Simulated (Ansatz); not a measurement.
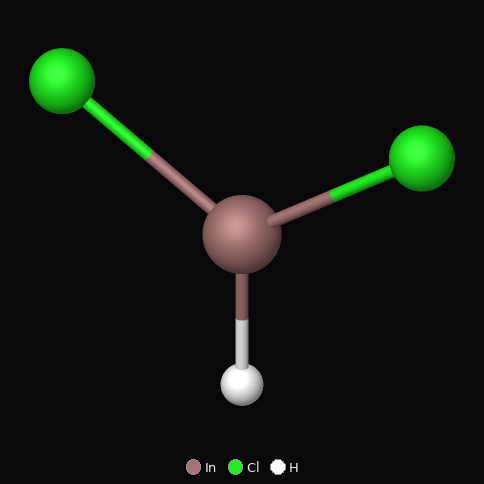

Sticks follow a distance rule. Harmonic vibrations computed with RKS PBE0-D4/def2-TZVP, core potentials on In (Ansatz 0.2.0) at a stationary point of the same level.

Q: Minimum or transition state?

A: A minimum: no imaginary frequency, and the lowest mode lies at 101 cm⁻¹.

Q: List the wavenumbers.

A: 6 modes: 101, 362, 367, 379, 466, 1911 cm⁻¹.
